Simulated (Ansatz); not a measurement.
The parent structure is BeSe in the zinc blende structure (space group F-43m, No. 216; a = 5.1776 Å).

The change: an isotropic linear strain of +1.50 %; the atoms relax in the strained cell.

The values are results of PBE/PAW in Ansatz (an electronic-structure program), scalar-relativistic without spin-orbit coupling, not measurements.

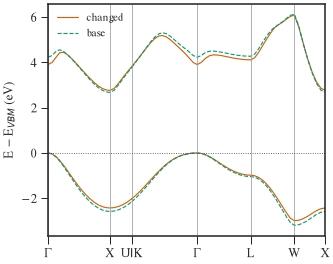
Figure: Highest valence and lowest conduction band along the path, each from its own valence-band maximum

The gap is 2.76 eV, indirect, Γ → X; the base has 2.67 eV.

No phonon test of stability was made.
